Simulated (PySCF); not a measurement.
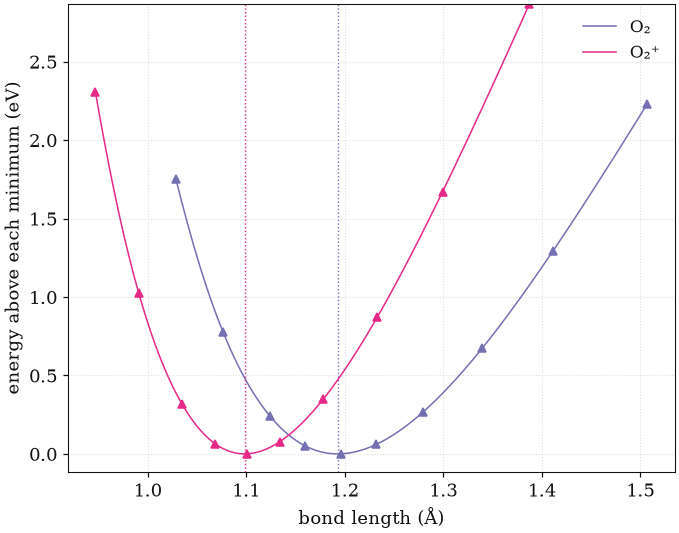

Bond curves of O₂, triplet (excess alpha electrons: πx +1, πy +1) and O₂⁺, doublet (excess alpha electrons: πx +1), each counted from its own minimum; dotted lines mark the fitted bond lengths. PBE0/def2-TZVP in PySCF 2.14.0, on the lowest solution that a PBE0 search found for each, one reference determinant (UKS and UKS) with the occupation held, no spin-orbit coupling.

What does removing an electron do to the bond?

Answer. re goes from 1.193 to 1.098 Å (−0.095 Å) and ωe from 1714 to 2130 cm⁻¹ (+24 %). The electron leaves a π orbital, which by this response is antibonding in effect.

And the dissociation energies?

Answer. De is 5.40 eV for O₂ and 6.85 eV for O₂⁺, each to its own lowest fragments (O + O; O⁺ + O) in their ground configurations, without counterpoise.

Caveats, for all or some of the runs: lowest determinant of a PBE0 search, another state may lie lower.
